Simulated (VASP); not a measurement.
Band structure of MgTe (wurtzite). These are modified Becke-Johnson potential (mBJ) with spin-orbit coupling, VASP's PBE PAW potentials (set 64) (plane waves; VASP) values and carry that method's errors.

mBJ is a potential without an energy functional, so only the levels count.

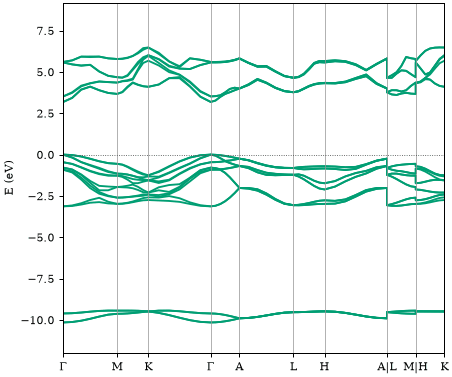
Fig. 1. Bands along high-symmetry lines, zero at the valence-band maximum or, without a gap, the Fermi level

**Question.** Read the plot: is there a gap, and where are the band edges?

**Answer.** The gap is direct, 3.18 eV, from the valence maximum at Γ to the conduction minimum at Γ.

The compound is MgTe in the wurtzite structure. It was relaxed first. The cell's shape comes from a PBE relaxation.
